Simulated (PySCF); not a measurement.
# C₂H₈Ge₂O: electronic excitations at several levels of theory, part 2 of 2

PySCF 2.14.0. Atoms count from 0. Earlier steps stand in the parts before.

## Step 9: Ultraviolet spectrum: CAM-B3LYP/def2-SVPD

Job settings and geometry (Å):

```
{"job": {"kind": "uv", "xc": "CAM-B3LYP", "basis": "def2-SVPD", "ip": true}, "charge": 0, "multiplicity": 1}
C     -1.971824    -0.839713    -0.960316
C     -1.704761    -0.046048     0.082037
Ge    -0.642433     1.564889    -0.102294
O      0.923852     1.345762     0.718313
Ge     1.974363    -0.086861     0.698712
H     -2.561453    -1.758205    -0.859080
H     -1.613589    -0.607688    -1.970368
H     -2.086486    -0.323054     1.072568
H     -0.394638     1.805085    -1.607413
H     -1.282953     2.782667     0.582105
H      2.226046    -0.524246    -0.760755
H      1.302931    -1.234284     1.480345
H      3.283528     0.346446     1.375433
```

Level: TDDFT CAM-B3LYP/def2-SVPD, vertical, gas phase, core orbitals frozen in the response.

What it wrote:

```text
coarse grid: 50152 points
cycle   1  E = -4309.6346969194  dE = -9.570e-01  |g| = 9.665e-01  |ddm| = 4.595e+00
cycle   2  E = -4309.3877313377  dE =  2.470e-01  |g| = 1.503e+00  |ddm| = 3.187e+00
cycle   3  E = -4309.7849705983  dE = -3.972e-01  |g| = 1.765e-01  |ddm| = 2.116e+00
cycle   4  E = -4309.7901952647  dE = -5.225e-03  |g| = 4.625e-02  |ddm| = 2.991e-01
cycle   5  E = -4309.7904963101  dE = -3.010e-04  |g| = 4.803e-03  |ddm| = 6.213e-02
cycle   6  E = -4309.7905024199  dE = -6.110e-06  |g| = 2.089e-03  |ddm| = 1.472e-02
final grid: 102680 points
cycle   7  E = -4309.7904888505  dE =  3.069e-07  |g| = 2.540e-03  |ddm| = 7.319e-03
cycle   8  E = -4309.7904878945  dE =  9.560e-07  |g| = 3.189e-03  |ddm| = 6.938e-03
cycle   9  E = -4309.7904903271  dE = -2.433e-06  |g| = 1.924e-04  |ddm| = 3.765e-03
cycle  10  E = -4309.7904903344  dE = -7.223e-09  |g| = 2.144e-05  |ddm| = 2.119e-04
cycle  11  E = -4309.7904903345  dE = -1.455e-10  |g| = 1.664e-05  |ddm| = 8.332e-05
converged SCF energy = -4309.7904903345

Static polarisability (au): isotropic 87.628, principal 78.655 85.942 98.286

Singlet excitations
state   eV       nm        f      main configurations
  1   6.1639    201.1   0.00273   H->L 0.68, H-2->L 0.14
  2   6.6117    187.5   0.00387   H-2->L 0.59, H->L 0.15, H->L+2 0.10
  3   7.0459    176.0   0.29427   H-1->L 0.80
  4   7.1975    172.3   0.02158   H->L+2 0.33, H-3->L 0.22, H-2->L 0.15
  5   7.6348    162.4   0.05031   H->L+1 0.87
  6   7.7036    160.9   0.00454   H-2->L+2 0.31, H->L+2 0.20, H-4->L 0.17
  7   7.7698    159.6   0.06200   H-1->L+1 0.51, H-1->L+4 0.17, H-1->L+3 0.16
  8   7.9921    155.1   0.00326   H-4->L 0.19, H->L+3 0.18, H-3->L 0.18
  9   8.0133    154.7   0.10234   H-2->L+1 0.69
 10   8.1013    153.0   0.01452   H->L+3 0.29, H-4->L 0.10, H-1->L+2 0.08

Triplet excitations (Tamm-Dancoff, eV): 4.2538 5.7145 6.2033 6.7361
Vertical ionisation energy (delta-SCF) = 10.0521 eV
```

It took 4.4 min on 1 thread, shared host.

This run: HOMO -9.40 eV, LUMO 0.21 eV; lowest singlet 6.16 eV.

## Step 10: TDDFT and polarisability: wB97X-D/def2-SVPD

Settings changed since step 9:

```diff
@@ -1,2 +1,2 @@
-{"job": {"kind": "uv", "xc": "CAM-B3LYP", "basis": "def2-SVPD", "ip": true}, "charge": 0, "multiplicity": 1}
+{"job": {"kind": "uv", "xc": "wB97X-D", "basis": "def2-SVPD", "ip": true}, "charge": 0, "multiplicity": 1}
 C     -1.971824    -0.839713    -0.960316
```

Method: TDDFT wB97X-D/def2-SVPD, vertical, gas phase, core orbitals frozen in the response.

What it wrote:

```text
coarse grid: 50152 points
cycle   1  E = -4309.5497449937  dE = -9.903e-01  |g| = 9.286e-01  |ddm| = 4.497e+00
cycle   2  E = -4309.3907963691  dE =  1.589e-01  |g| = 1.325e+00  |ddm| = 2.774e+00
cycle   3  E = -4309.6984239073  dE = -3.076e-01  |g| = 1.228e-01  |ddm| = 1.723e+00
cycle   4  E = -4309.7009360746  dE = -2.512e-03  |g| = 4.663e-02  |ddm| = 2.503e-01
cycle   5  E = -4309.7012587667  dE = -3.227e-04  |g| = 5.005e-03  |ddm| = 6.964e-02
cycle   6  E = -4309.7012674261  dE = -8.659e-06  |g| = 1.722e-03  |ddm| = 2.208e-02
final grid: 102680 points
cycle   7  E = -4309.7006142972  dE = -2.070e-06  |g| = 1.757e-03  |ddm| = 1.228e-02
cycle   8  E = -4309.7006143679  dE = -7.071e-08  |g| = 1.723e-03  |ddm| = 5.088e-03
cycle   9  E = -4309.7006150272  dE = -6.593e-07  |g| = 2.261e-04  |ddm| = 2.296e-03
cycle  10  E = -4309.7006150389  dE = -1.169e-08  |g| = 6.711e-05  |ddm| = 3.653e-04
cycle  11  E = -4309.7006150404  dE = -1.553e-09  |g| = 3.604e-05  |ddm| = 3.114e-04
cycle  12  E = -4309.7006150408  dE = -3.256e-10  |g| = 6.860e-06  |ddm| = 5.823e-05
converged SCF energy = -4309.7006150408

Static polarisability (au): isotropic 87.537, principal 78.536 86.041 98.035

Singlet excitations
state   eV       nm        f      main configurations
  1   6.1943    200.2   0.00276   H->L 0.69, H-2->L 0.15
  2   6.6613    186.1   0.00420   H-2->L 0.58, H->L 0.15, H->L+2 0.10
  3   7.1010    174.6   0.31158   H-1->L 0.83
  4   7.2662    170.6   0.01780   H->L+2 0.33, H-3->L 0.23, H-2->L 0.16
  5   7.7472    160.0   0.00394   H-2->L+2 0.29, H->L+2 0.19, H-4->L 0.17
  6   7.7931    159.1   0.05760   H->L+1 0.82
  7   7.9347    156.3   0.06898   H-1->L+1 0.47, H-1->L+4 0.20, H-1->L+3 0.16
  8   8.0497    154.0   0.00199   H-4->L 0.29, H->L+2 0.21, H-3->L 0.17
  9   8.1837    151.5   0.10993   H-2->L+1 0.65
 10   8.2215    150.8   0.02284   H->L+3 0.25, H-3->L+2 0.11, H-4->L 0.08

Triplet excitations (Tamm-Dancoff, eV): 4.3893 5.7708 6.3065 6.8522
Vertical ionisation energy (delta-SCF) = 10.0033 eV
```

Wall time 4.4 min (1 thread, shared host).

In short: HOMO -9.89 eV, LUMO 0.93 eV; lowest singlet 6.19 eV.

## Step 11: TDDFT and polarisability: LC-wPBE/def2-SVPD

Settings changed since step 10:

```diff
@@ -1,2 +1,2 @@
-{"job": {"kind": "uv", "xc": "wB97X-D", "basis": "def2-SVPD", "ip": true}, "charge": 0, "multiplicity": 1}
+{"job": {"kind": "uv", "xc": "LC-wPBE", "basis": "def2-SVPD", "ip": true}, "charge": 0, "multiplicity": 1}
 C     -1.971824    -0.839713    -0.960316
```

Level: TDDFT LC-wPBE/def2-SVPD, vertical, gas phase, core orbitals frozen in the response.

What it wrote:

```text
coarse grid: 50152 points
cycle   1  E = -4308.8305810253  dE = -9.948e-01  |g| = 9.630e-01  |ddm| = 4.465e+00
cycle   2  E = -4308.7455231502  dE =  8.506e-02  |g| = 1.216e+00  |ddm| = 2.552e+00
cycle   3  E = -4308.9831969378  dE = -2.377e-01  |g| = 1.102e-01  |ddm| = 1.426e+00
cycle   4  E = -4308.9852006522  dE = -2.004e-03  |g| = 5.105e-02  |ddm| = 2.261e-01
cycle   5  E = -4308.9856110322  dE = -4.104e-04  |g| = 4.876e-03  |ddm| = 8.183e-02
cycle   6  E = -4308.9856200623  dE = -9.030e-06  |g| = 1.277e-03  |ddm| = 2.440e-02
final grid: 102680 points
cycle   7  E = -4308.9855541565  dE = -9.015e-07  |g| = 9.459e-04  |ddm| = 7.456e-03
cycle   8  E = -4308.9855541389  dE =  1.765e-08  |g| = 6.356e-04  |ddm| = 2.514e-03
cycle   9  E = -4308.9855544037  dE = -2.648e-07  |g| = 9.963e-05  |ddm| = 8.341e-04
cycle  10  E = -4308.9855542199  dE =  1.838e-07  |g| = 5.536e-05  |ddm| = 3.207e-04
cycle  11  E = -4308.9855542213  dE = -1.442e-09  |g| = 1.539e-05  |ddm| = 1.901e-04
cycle  12  E = -4308.9855542214  dE = -7.640e-11  |g| = 6.375e-06  |ddm| = 3.405e-05
converged SCF energy = -4308.9855542214

Static polarisability (au): isotropic 85.365, principal 76.738 83.738 95.620

Singlet excitations
state   eV       nm        f      main configurations
  1   6.4509    192.2   0.00164   H->L 0.52, H-2->L 0.20, H-3->L 0.12
  2   7.0360    176.2   0.01175   H-2->L 0.34, H->L 0.26, H->L+3 0.11
  3   7.3314    169.1   0.36627   H-1->L 0.76
  4   7.6050    163.0   0.00549   H-3->L 0.21, H-2->L 0.20, H->L+3 0.11
  5   8.2477    150.3   0.00637   H-4->L 0.36, H-2->L+2 0.08
  6   8.3184    149.0   0.08202   H->L+1 0.76
  7   8.4123    147.4   0.05076   H-1->L+4 0.27, H-1->L+1 0.26, H-1->L+2 0.10
  8   8.5869    144.4   0.01777   H->L+3 0.12, H-3->L+3 0.11, H-5->L 0.10
  9   8.6825    142.8   0.14268   H-2->L+1 0.56, H-1->L+1 0.14
 10   8.6988    142.5   0.00552   H->L+3 0.26, H-8->L 0.12, H-5->L 0.09

Triplet excitations (Tamm-Dancoff, eV): 4.1092 5.8939 6.5501 7.0730
Vertical ionisation energy (delta-SCF) = 10.3158 eV
```

Run time: 5.8 min. Hardware: 1 thread, shared host.

Key values: HOMO -10.71 eV, LUMO 1.38 eV; lowest singlet 6.45 eV.

## Step 12: TDDFT and polarisability: PBE0/6-31G*

Settings changed since step 11:

```diff
@@ -1,2 +1,2 @@
-{"job": {"kind": "uv", "xc": "LC-wPBE", "basis": "def2-SVPD", "ip": true}, "charge": 0, "multiplicity": 1}
+{"job": {"kind": "uv", "xc": "PBE0", "basis": "6-31G*"}, "charge": 0, "multiplicity": 1}
 C     -1.971824    -0.839713    -0.960316
```

Level: TDDFT PBE0/6-31G*, vertical, gas phase, core orbitals frozen in the response.

What it wrote:

```text
coarse grid: 50152 points
cycle   1  E = -4308.8014903085  dE = -8.849e-01  |g| = 9.511e-01  |ddm| = 3.368e+00
cycle   2  E = -4308.3265443094  dE =  4.749e-01  |g| = 1.787e+00  |ddm| = 2.095e+00
cycle   3  E = -4308.9454054980  dE = -6.189e-01  |g| = 2.488e-01  |ddm| = 1.611e+00
cycle   4  E = -4308.9573055910  dE = -1.190e-02  |g| = 5.576e-02  |ddm| = 2.455e-01
cycle   5  E = -4308.9578149234  dE = -5.093e-04  |g| = 6.099e-03  |ddm| = 4.361e-02
cycle   6  E = -4308.9578234527  dE = -8.529e-06  |g| = 2.690e-03  |ddm| = 8.288e-03
final grid: 102680 points
cycle   7  E = -4308.9578421517  dE =  1.896e-06  |g| = 3.970e-03  |ddm| = 5.050e-03
cycle   8  E = -4308.9578358386  dE =  6.313e-06  |g| = 6.429e-03  |ddm| = 7.754e-03
cycle   9  E = -4308.9578452865  dE = -9.448e-06  |g| = 6.870e-04  |ddm| = 5.112e-03
cycle  10  E = -4308.9578453637  dE = -7.726e-08  |g| = 3.235e-05  |ddm| = 4.597e-04
cycle  11  E = -4308.9578453639  dE = -1.965e-10  |g| = 1.150e-05  |ddm| = 3.184e-05
converged SCF energy = -4308.9578453639

Static polarisability (au): isotropic 72.655, principal 64.597 69.294 84.074

Singlet excitations
state   eV       nm        f      main configurations
  1   5.8932    210.4   0.00633   H->L 0.90
  2   6.3330    195.8   0.00631   H-2->L 0.83, H-1->L 0.10
  3   6.9023    179.6   0.17998   H-1->L 0.62, H->L+1 0.15, H-3->L 0.09
  4   7.0660    175.5   0.04201   H->L+1 0.46, H-3->L 0.16, H-1->L 0.12
  5   7.3654    168.3   0.00386   H-3->L 0.44, H->L+1 0.26, H-2->L+1 0.19
  6   7.6196    162.7   0.01091   H-2->L+1 0.45, H-4->L 0.18, H-3->L 0.17
  7   7.7851    159.3   0.01000   H-4->L 0.72, H-1->L+1 0.14
  8   8.1160    152.8   0.05145   H->L+2 0.52, H-1->L+1 0.18
  9   8.1667    151.8   0.15003   H-1->L+1 0.33, H->L+2 0.30, H-2->L+1 0.17
 10   8.3710    148.1   0.01506   H-1->L+2 0.33, H-5->L 0.25, H->L+2 0.11

Triplet excitations (Tamm-Dancoff, eV): 4.2254 5.5043 5.8992 6.5317
```

Wall time 17 s (1 thread, shared host).

This run: HOMO -7.76 eV, LUMO -0.49 eV; lowest singlet 5.89 eV.

## Step 13: TDDFT and polarisability: PBE0/def2-SVP

Settings changed since step 12:

```diff
@@ -1,2 +1,2 @@
-{"job": {"kind": "uv", "xc": "PBE0", "basis": "6-31G*"}, "charge": 0, "multiplicity": 1}
+{"job": {"kind": "uv", "xc": "PBE0", "basis": "def2-SVP"}, "charge": 0, "multiplicity": 1}
 C     -1.971824    -0.839713    -0.960316
```

Method: TDDFT PBE0/def2-SVP, vertical, gas phase, core orbitals frozen in the response.

What it wrote:

```text
coarse grid: 50152 points
cycle   1  E = -4308.7540683809  dE = -9.404e-01  |g| = 9.325e-01  |ddm| = 3.579e+00
cycle   2  E = -4308.2821595514  dE =  4.719e-01  |g| = 1.770e+00  |ddm| = 2.303e+00
cycle   3  E = -4308.8930756034  dE = -6.109e-01  |g| = 2.460e-01  |ddm| = 1.816e+00
cycle   4  E = -4308.9047734675  dE = -1.170e-02  |g| = 5.561e-02  |ddm| = 2.578e-01
cycle   5  E = -4308.9052871851  dE = -5.137e-04  |g| = 6.080e-03  |ddm| = 4.608e-02
cycle   6  E = -4308.9052965550  dE = -9.370e-06  |g| = 2.311e-03  |ddm| = 8.739e-03
final grid: 102680 points
cycle   7  E = -4308.9052922752  dE =  3.021e-07  |g| = 2.762e-03  |ddm| = 4.184e-03
cycle   8  E = -4308.9052913919  dE =  8.834e-07  |g| = 3.527e-03  |ddm| = 4.773e-03
cycle   9  E = -4308.9052934261  dE = -2.034e-06  |g| = 6.006e-04  |ddm| = 2.888e-03
cycle  10  E = -4308.9052934973  dE = -7.120e-08  |g| = 2.323e-05  |ddm| = 4.747e-04
cycle  11  E = -4308.9052934973  dE = -7.822e-11  |g| = 7.216e-06  |ddm| = 2.290e-05
converged SCF energy = -4308.9052934973

Static polarisability (au): isotropic 76.775, principal 69.475 72.664 88.185

Singlet excitations
state   eV       nm        f      main configurations
  1   5.8993    210.2   0.00410   H->L 0.89
  2   6.3075    196.6   0.00291   H-2->L 0.73, H-1->L 0.17
  3   6.9873    177.4   0.17563   H-1->L 0.50, H-3->L 0.22, H->L+1 0.14
  4   7.1485    173.4   0.09762   H->L+1 0.26, H-3->L 0.23, H-1->L 0.20
  5   7.3883    167.8   0.00224   H->L+1 0.51, H-3->L 0.34
  6   7.6358    162.4   0.00758   H-4->L 0.55, H-2->L+1 0.29
  7   7.7515    159.9   0.00890   H-4->L 0.34, H-1->L+1 0.27, H-2->L+1 0.25
  8   8.1581    152.0   0.01038   H->L+2 0.85
  9   8.2495    150.3   0.12403   H-1->L+1 0.47, H-2->L+1 0.28
 10   8.3539    148.4   0.00337   H-5->L 0.56, H-3->L+1 0.09

Triplet excitations (Tamm-Dancoff, eV): 4.2178 5.4872 5.9290 6.5897
```

Wall time 28 s (1 thread, shared host).

This run: HOMO -7.92 eV, LUMO -0.67 eV; lowest singlet 5.90 eV.

## Step 14: TDDFT and polarisability: PBE0/def2-TZVP

Settings changed since step 13:

```diff
@@ -1,2 +1,2 @@
-{"job": {"kind": "uv", "xc": "PBE0", "basis": "def2-SVP"}, "charge": 0, "multiplicity": 1}
+{"job": {"kind": "uv", "xc": "PBE0", "basis": "def2-TZVP"}, "charge": 0, "multiplicity": 1}
 C     -1.971824    -0.839713    -0.960316
```

Method: TDDFT PBE0/def2-TZVP, vertical, gas phase, core orbitals frozen in the response.

What it wrote:

```text
coarse grid: 50152 points
cycle   1  E = -4309.4129366533  dE = -8.746e-01  |g| = 1.241e+00  |ddm| = 2.726e+00
cycle   2  E = -4308.8421457817  dE =  5.708e-01  |g| = 2.132e+00  |ddm| = 1.932e+00
cycle   3  E = -4309.5782380852  dE = -7.361e-01  |g| = 4.104e-01  |ddm| = 1.610e+00
cycle   4  E = -4309.6078169834  dE = -2.958e-02  |g| = 5.186e-02  |ddm| = 2.623e-01
cycle   5  E = -4309.6081214719  dE = -3.045e-04  |g| = 1.002e-02  |ddm| = 3.238e-02
cycle   6  E = -4309.6081438515  dE = -2.238e-05  |g| = 3.846e-03  |ddm| = 9.494e-03
cycle   7  E = -4309.6081460670  dE = -2.215e-06  |g| = 8.571e-04  |ddm| = 2.553e-03
final grid: 102680 points
cycle   8  E = -4309.6081668935  dE =  1.726e-09  |g| = 1.144e-03  |ddm| = 3.533e-03
cycle   9  E = -4309.6081664593  dE =  4.342e-07  |g| = 1.780e-03  |ddm| = 1.683e-03
cycle  10  E = -4309.6081671338  dE = -6.745e-07  |g| = 2.126e-04  |ddm| = 1.055e-03
cycle  11  E = -4309.6081671428  dE = -9.024e-09  |g| = 2.106e-05  |ddm| = 1.254e-04
cycle  12  E = -4309.6081671429  dE = -8.367e-11  |g| = 4.364e-06  |ddm| = 1.999e-05
converged SCF energy = -4309.6081671429

Static polarisability (au): isotropic 85.322, principal 76.512 82.866 96.586

Singlet excitations
state   eV       nm        f      main configurations
  1   5.8337    212.5   0.00377   H->L 0.87
  2   6.2399    198.7   0.00207   H-2->L 0.83
  3   6.8323    181.5   0.21932   H-1->L 0.68, H-3->L 0.11, H->L+1 0.10
  4   6.9909    177.4   0.04865   H->L+1 0.39, H-3->L 0.25, H-1->L 0.13
  5   7.2528    170.9   0.00202   H->L+1 0.41, H-3->L 0.40, H-2->L+1 0.10
  6   7.4928    165.5   0.00474   H-2->L+1 0.45, H-4->L 0.37
  7   7.6100    162.9   0.00494   H-4->L 0.52, H-2->L+1 0.18, H-1->L+1 0.16
  8   7.7908    159.1   0.02647   H->L+2 0.94
  9   7.9356    156.2   0.10013   H-1->L+1 0.60, H-2->L+1 0.17
 10   8.0278    154.4   0.01567   H-1->L+2 0.83, H-1->L+3 0.09

Triplet excitations (Tamm-Dancoff, eV): 4.2028 5.4175 5.8755 6.4890
```

It took 59 s on 1 thread, shared host.

This run: HOMO -8.00 eV, LUMO -0.81 eV; lowest singlet 5.83 eV.

## Step 15: Comparing the runs: electronic excitations

Excitations and ground-state properties, with basis size and wall time:

```tsv
run	lowest singlet (eV)	brightest (eV)	f	gap (eV)	α (Å³)	μ (D)	functions	time
HF/def2-SVPD	7.22	7.22	0.398	12.90	12.16	1.85	203	69 s
LDA/def2-SVPD	4.69	6.11	0.050	4.60	13.90	1.61	203	2.8 min
PBE/def2-SVPD	4.83	6.12	0.077	4.75	13.63	1.57	203	3.8 min
B3LYP/def2-SVPD	5.69	6.64	0.164	6.71	13.21	1.64	203	3.7 min
PBE0/def2-SVPD	5.83	6.80	0.181	7.16	13.07	1.65	203	3.5 min
BHandHLYP/def2-SVPD	6.49	7.12	0.300	9.34	12.68	1.73	203	3.9 min
CAM-B3LYP/def2-SVPD	6.16	7.05	0.294	9.61	12.99	1.68	203	4.4 min
wB97X-D/def2-SVPD	6.19	7.10	0.312	10.82	12.97	1.67	203	4.4 min
LC-wPBE/def2-SVPD	6.45	7.33	0.366	12.09	12.65	1.69	203	5.8 min
PBE0/6-31G*	5.89	6.90	0.180	7.27	10.77	1.78	122	17 s
PBE0/def2-SVP	5.90	6.99	0.176	7.25	11.38	1.69	146	28 s
PBE0/def2-TZVP	5.83	6.83	0.219	7.19	12.64	1.57	237	59 s
```

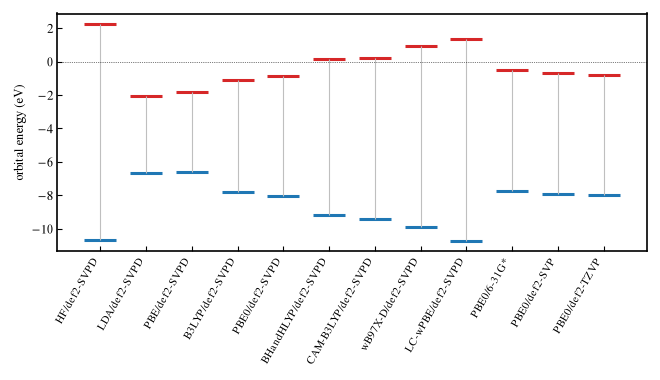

HOMO (blue) and LUMO (red) run by run.

## Step 16: What came out

What follows sums up all 2 parts.

| quantity | value |
| --- | --- |
| point group | C1 |
| rotational constants (main isotopes) | 3.27, 1.00, 0.81 GHz |
| lowest singlet (HF/def2-SVPD) | 7.22 eV (172 nm), f = 0.398 |
| lowest triplet | 3.57 eV |
| vertical ionisation energy (ΔSCF) | 9.03 eV |
| range of the lowest singlet | 4.69 to 7.22 eV |

In words: Single values in the summary come from the first run of each kind that ended normally (HF/def2-SVPD), which need not be the best level. Over 11 steps the energy fell by 0.198 eV; of the close pairs, O3–Ge4 changed most, 1.731 to 1.777 Å. No frequency check was run at this level, so the end point may be a saddle. The lowest singlet, at 7.22 eV, is HOMO→LUMO+1 0.26, HOMO→LUMO+4 0.20 and is bright. The lowest triplet lies 3.65 eV below the lowest singlet (triplets in Tamm-Dancoff, singlets in full TDDFT). At HF/def2-SVPD, the highest states lie near or above the ionisation energy, where they hang on the basis. The orbital energy would give 10.67 eV for ionisation, ΔSCF gives 9.03 eV. The lowest singlet runs from 4.69 eV (LDA/def2-SVPD) to 7.22 eV (HF/def2-SVPD), while the orbital gap spans 4.60 to 12.90 eV. The lowest state need not be the same one in every run.
